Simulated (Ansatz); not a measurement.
# Sn2Pt, thickness series

Consider Sn2Pt (space group Fm-3m, No. 225).

```
CELL_PARAMETERS angstrom
      0.00000     3.22758     3.22758
      3.22758     0.00000     3.22758
      3.22758     3.22758     0.00000
ATOMIC_POSITIONS crystal
  Sn 0.75000 0.75000 0.75000
  Sn 0.25000 0.25000 0.25000
  Pt 0.00000 0.00000 0.00000
```

Cartesian axes are those of the cell as printed.

Free-standing slabs (3 atom(s) a layer) normal to [111] with 15 Å of vacuum; in-plane cell held at bulk.

Level of theory: PBEsol (Ansatz, a program for electronic structure), no SOC.

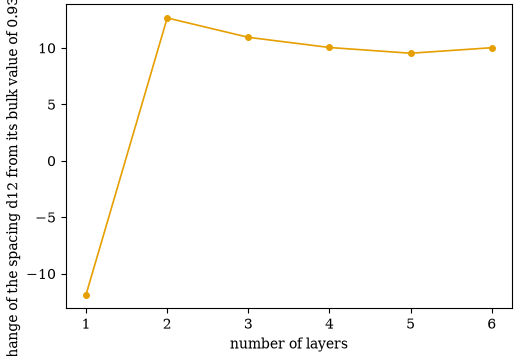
Fig. 1. Change of the spacing d12 from its bulk value of 0.932 Å against number of layers

### Question
From the plot, what is the change of the spacing d12 from its bulk value of 0.932 Å for 6 layers?

### Answer
About 10 %.

### Question
Is the trend monotonic over the range shown?

### Answer
No, it turns within the range, spanning -11.8 % to +12.7 %.

No phonon test of stability was made. The final runs are not spin-polarised.
